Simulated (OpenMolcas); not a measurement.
# One shape, several levels: BGeH5 (SMILES [BH2][GeH3])

Wanted: a comparison of 6 runs (HF/STO-3G, B3LYP/6-31G*, BHLYP/aug-cc-pVDZ, M06-L/aug-cc-pVDZ, PBE0/aug-cc-pVDZ) of BGeH5. 

Program for the calculation: OpenMolcas 26.06.

1 further run of the same task is left out (set aside as unsound or not needed).

**1. The molecule**

The species is BGeH5 (7 atoms), meant as a singlet with charge 0. As SMILES, `[BH2][GeH3]`. The shape is that of a PBE0-D4/def2-TZVP optimisation.

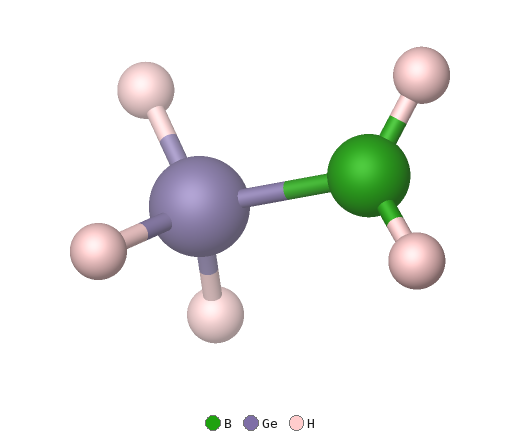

The structure, seen from a chosen angle (boron green, germanium purple, hydrogen pink).

**2. Energy and gradient at HF/STO-3G (run 1)**

job.input reads:

```
* BGeH5 Hartree-Fock

&GATEWAY
 BasLib=$CurrDir
 Coord
 7
 angstrom
 B        0.007500      -1.219800       0.268100
 Ge       0.048900       0.786100      -0.183400
 H       -1.044400      -1.784600       0.312800
 H        0.997700      -1.849300       0.488600
 H       -0.601100       1.019700      -1.562200
 H       -0.799800       1.566200       0.840700
 H        1.452500       1.413700      -0.210300
 Basis=STO-3G
 Group=NoSym

&SEWARD

&SCF
 Thresholds=1e-10 1e-07 1e-07 1e-05
 PrOrbitals=1 2

&ALASKA
```

The basis set STO-3G is read from a file made from the Basis Set Exchange's data (not shown).

Launch:

```
$ export MOLCAS_MEM=1860
$ pymolcas job.input > job.log
```

The program printed:

```text
--- Start Module: gateway ---
[...]
--- Stop Module: gateway /rc=_RC_ALL_IS_WELL_ ---
[...]
      Basis functions           28
[...]
--- Start Module: scf ---
[...]
       Convergence after   9 Iterations
[...]
::    Total SCF energy                              -2079.0083077883
[...]
      Total spin, S                                     0.0000000000
[...]
      Total electronic charge=   42.000000
      Total            charge=   -0.000000
[...]
      Dipole Moment (debye):
      Origin of the operator (angstrom)=    0.0412    0.5007   -0.1193
                   X=  5.1977E-02               Y= -2.4036E-01               Z=  5.9935E-02           Total=  2.5311E-01
      Quadrupole Moment (debye*angstrom):
[...]
--- Stop Module: scf /rc=_RC_ALL_IS_WELL_ ---
--- Start Module: alaska ---
[...]
 *              Molecular gradients               *
 **************************************************
  Irreducible representation: a
 ------------------------------------------------------------------------------------------
                              X                       Y                       Z
 ------------------------------------------------------------------------------------------
  B1                3.98735219643342E-04    6.56160553482721E-05    3.17754385075197E-05
  GE2               6.30865150448889E-03   -2.78711546051866E-02    6.94350681453915E-03
  H3               -2.02867922892702E-02   -7.98675414600547E-03    1.95143606776360E-04
  H4                1.86677953851322E-02   -9.82723491049731E-03    3.68724503211693E-03
  H5               -1.81401636323293E-02    6.59864911246988E-03   -3.65807439486856E-02
  H6               -2.33711536159698E-02    2.10192773610718E-02    2.68215695839995E-02
  H7                3.64229274283012E-02    1.80016011327644E-02   -1.09849652725566E-03
 ------------------------------------------------------------------------------------------
--- Stop Module: alaska /rc=_RC_ALL_IS_WELL_ ---
[...]
```

It took 2.8 s on 1 thread of Intel Xeon Platinum 8259CL at 2.50GHz (Skylake/Cascade Lake), shared host; peak memory 0.37 GiB.

**3. Energy and forces at B3LYP/6-31G(d) (spherical functions) (run 2)**

coord.xyz reads:

```xyz
7

B      0.007500    -1.219800     0.268100
Ge     0.048900     0.786100    -0.183400
H     -1.044400    -1.784600     0.312800
H      0.997700    -1.849300     0.488600
H     -0.601100     1.019700    -1.562200
H     -0.799800     1.566200     0.840700
H      1.452500     1.413700    -0.210300
```

mol.input reads:

```
&GATEWAY
BasLib
$CurrDir
Coord
coord.xyz
Basis
6-31Gs
Group
NoSym
&SEWARD
GridInput
Grid=UltraFine
End of Grid
&SCF
KSDFT
B3LYP
Thresholds
1e-10 1e-07 1e-07 1e-05
PrOrbitals
1 1
&ALASKA
```

The basis set 6-31G* is read from a file made from the Basis Set Exchange's data (not shown).

Launch:

```
$ export MOLCAS_MEM=1860
$ pymolcas mol.input > mol.log
```

The program printed:

```text
--- Start Module: gateway ---
[...]
--- Stop Module: gateway /rc=_RC_ALL_IS_WELL_ ---
[...]
      Basis functions           56
[...]
--- Start Module: scf ---
[...]
       Convergence after  12 Iterations
[...]
::    Total KS-DFT energy                           -2104.5723277019
[...]
      Total spin, S                                     0.0000000000
[...]
      Total electronic charge=   42.000000
      Total            charge=   -0.000000
[...]
      Dipole Moment (debye):
      Origin of the operator (angstrom)=    0.0412    0.5007   -0.1193
                   X= -2.2017E-03               Y= -5.4956E-01               Z=  1.2518E-01           Total=  5.6365E-01
      Quadrupole Moment (debye*angstrom):
[...]
--- Stop Module: scf /rc=_RC_ALL_IS_WELL_ ---
[...]
--- Start Module: alaska ---
[...]
 *              Molecular gradients               *
 **************************************************
  Irreducible representation: a
 ------------------------------------------------------------------------------------------
                              X                       Y                       Z
 ------------------------------------------------------------------------------------------
  B1                8.13692700955271E-05    3.25203965530108E-03   -7.16456296791179E-04
  GE2              -4.47873825512146E-04    9.90813763349863E-04   -2.42145451707643E-04
  H3               -2.06057156479478E-04    2.18282982190399E-04   -7.16479807814641E-05
  H4                1.93288771013211E-04    1.62235165253488E-04   -2.50035408450033E-05
  H5                1.30727428250577E-03   -9.90203975634207E-04    2.64234196321489E-03
  H6                1.68833624996845E-03   -2.00362182063429E-03   -1.74142524313847E-03
  H7               -2.61633759158464E-03   -1.62954576986030E-03    1.54336550061543E-04
 ------------------------------------------------------------------------------------------
--- Stop Module: alaska /rc=_RC_ALL_IS_WELL_ ---
[...]
```

Run time: 23 s. Hardware: 1 thread of Intel Xeon Platinum 8259CL at 2.50GHz (Skylake/Cascade Lake), shared host; peak memory 0.39 GiB.

Runs 3 to 5 aren't shown in full; the table further down has their settings and results.

**4. Energy and gradient at PBE0/aug-cc-pVDZ (run 6)**

job.input reads:

```
* BGeH5 Kohn-Sham DFT
>>> EXPORT MOLCAS_PRINT=2
&GATEWAY
BasLib=$CurrDir
BasisSet
B.aug-cc-pVDZ....
B1 0.007500 -1.219800 0.268100 angstrom
End of Basis
BasisSet
Ge.aug-cc-pVDZ....
Ge2 0.048900 0.786100 -0.183400 angstrom
End of Basis
BasisSet
H.aug-cc-pVDZ....
H3 -1.044400 -1.784600 0.312800 angstrom
H4 0.997700 -1.849300 0.488600 angstrom
H5 -0.601100 1.019700 -1.562200 angstrom
H6 -0.799800 1.566200 0.840700 angstrom
H7 1.452500 1.413700 -0.210300 angstrom
End of Basis
&SEWARD
GridInput
Grid=UltraFine
End of Grid
&SCF
KSDFT=PBE0
Thresholds=1e-10 1e-07 1e-07 1e-05
PrOrbitals=1
&ALASKA
```

The basis set aug-cc-pVDZ is read from a file made from the Basis Set Exchange's data (not shown).

Launch:

```
$ export MOLCAS_MEM=1860
$ pymolcas job.input > job.log
```

The program printed:

```text
--- Start Module: gateway ---
[...]
--- Stop Module: gateway /rc=_RC_ALL_IS_WELL_ ---
[...]
      Basis functions          104
[...]
--- Start Module: scf ---
[...]
       Convergence after  12 Iterations
[...]
::    Total KS-DFT energy                           -2104.4666515476
[...]
      Total spin, S                                     0.0000000000
[...]
      Total electronic charge=   42.000000
      Total            charge=   -0.000000
[...]
      Dipole Moment (debye):
      Origin of the operator (angstrom)=    0.0412    0.5007   -0.1193
                   X=  1.0023E-02               Y= -4.5505E-01               Z=  1.0483E-01           Total=  4.6708E-01
      Quadrupole Moment (debye*angstrom):
[...]
--- Stop Module: scf /rc=_RC_ALL_IS_WELL_ ---
[...]
--- Start Module: alaska ---
[...]
 *              Molecular gradients               *
 **************************************************
  Irreducible representation: a
 ------------------------------------------------------------------------------------------
                              X                       Y                       Z
 ------------------------------------------------------------------------------------------
  B1               -1.32157959887802E-04   -3.40239623040972E-03    7.74204043827886E-04
  GE2              -3.55210689177321E-04    3.94248048085188E-04   -9.91909662662049E-05
  H3                3.93497113256913E-03    2.02257869906974E-03   -1.52419681337279E-04
  H4               -3.71162737019759E-03    2.22370370328928E-03   -7.99519339486077E-04
  H5                5.57250679643406E-04   -1.76499026537824E-04    9.91386861300292E-04
  H6                7.18296862290746E-04   -5.87271453340588E-04   -7.38957927836736E-04
  H7               -1.01152265529247E-03   -4.74363740177175E-04    2.44970097946773E-05
 ------------------------------------------------------------------------------------------
--- Stop Module: alaska /rc=_RC_ALL_IS_WELL_ ---
[...]
```

Run time: 62 s. Hardware: 1 thread of Intel Xeon Platinum 8259CL at 2.50GHz (Skylake/Cascade Lake), shared host; peak memory 0.59 GiB.

**5. Overview of the runs**

```tsv
run	level	integration grid	Cartesian functions	energy (Eh)	dipole moment (D)	HOMO energy (eV)	LUMO energy (eV)	wall time
1	HF/STO-3G	–	no	-2079.008308	0.25	-9.51	6.13	2.8 s
2	B3LYP/6-31G* (spherical functions)	UltraFine	no	-2104.572328	0.56	-8.02	-2.31	23 s
3	B3LYP/6-31G* (Cartesian functions)	UltraFine	yes	-2104.577915	0.57	-8.02	-2.32	22 s
4	BHLYP/aug-cc-pVDZ	UltraFine	no	-2104.738506	0.55	-9.46	-1.39	52 s
5	M06-L/aug-cc-pVDZ	UltraFine	no	-2104.712295	0.34	-7.33	-2.65	82 s
6	PBE0/aug-cc-pVDZ	UltraFine	no	-2104.466652	0.47	-8.36	-2.42	62 s
```

**6. Outcome**

| quantity | value |
| --- | --- |
| run 6: total energy | -2104.46665 Eh |
| run 6: dipole moment | 0.47 D |
| run 6: HOMO energy | -8.36 eV |
| run 6: LUMO energy | -2.42 eV |
| run 6: HOMO–LUMO gap | 5.94 eV |
| run 6: largest force on an atom | 0.228 eV/Å |

The dipole moment (its size) runs from 0.25 D (HF/STO-3G) to 0.57 D (B3LYP/6-31G*). The two ends differ in method and basis. The HOMO–LUMO gap runs from 4.68 eV (M06-L/aug-cc-pVDZ) to 15.64 eV (HF/STO-3G). Totals of different functionals can't be ranked against each other. In run 1 the basis is minimal, so the values are rough. All runs together took 4 min, the longest 82 s.
